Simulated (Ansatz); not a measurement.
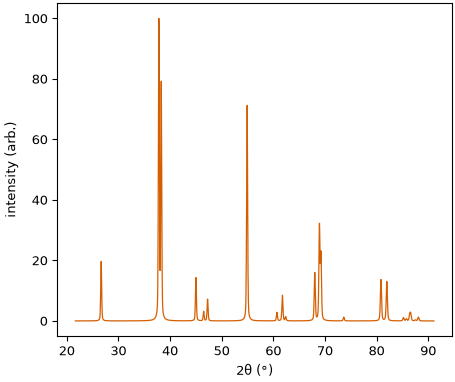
Figure. Simulated powder pattern, Co Kα, λ = 1.79026 Å

The pattern belongs to a structure relaxed with PBE (plane waves, PAW; program Ansatz).

Q: Which of these materials gives this?
A. CaTiO3, R3c (Ca on 6a, Ti on 6a, O on 18b)
B. ZnInGaO4, R3m (Pearson symbol hR7)
C. SiBi2O5, Cmcm (Pearson symbol oS32)
D. TiAlMo2C2, P6_3/mmc (Mo on 4f, Ti on 2a, Al on 2b, C on 4f)

A: A, CaTiO3, R3c (Ca on 6a, Ti on 6a, O on 18b)

The start of the workflow was typed in or built on a structure type; neither database checked (COD, Materials Project) lists it. COD files the formula under space group No. 11, 62, 65, 140, 221, so this cell is another polymorph or a model. Whether it is the stable phase at ambient conditions was not checked. Symmetry was held in the PBE relaxation; whether a distortion lowers the energy is not shown. The workflow began spin-polarised and lost its moments.

Potentials: the earlier of the program's two PAW sets.
